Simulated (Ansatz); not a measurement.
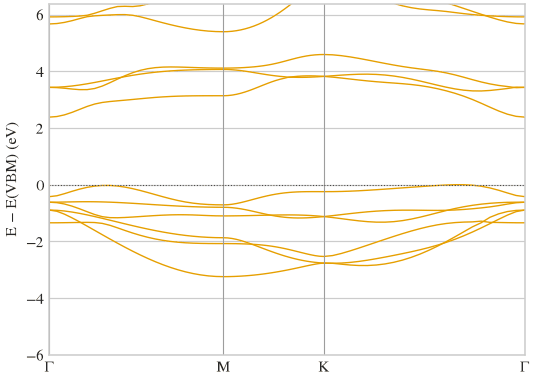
Figure: Band structure from the program Ansatz at the LDA level (PAW)

**Question.** Read off the gap and where the band edges lie.

**Answer.** About 2.4 eV (2.38 eV by a search for the band edges); maximum on the K–Γ line, 67 % of the way from K, minimum at Γ.

**Question.** Pick the material that matches.
A) PbI2, 1T layer
B) PtSe2, 1T layer
C) SnS2, 1T layer
D) ZrS2, 1T layer

**Answer.** A, PbI2, 1T layer

Space group P-3m1 (1T). A layer that has been made, often on a substrate. The LDA relaxation kept the symmetry of its start; its stability against distortions is not shown here. Spin–orbit coupling is left out wherever it is not named.

Potentials: the later of the program's two PAW sets.
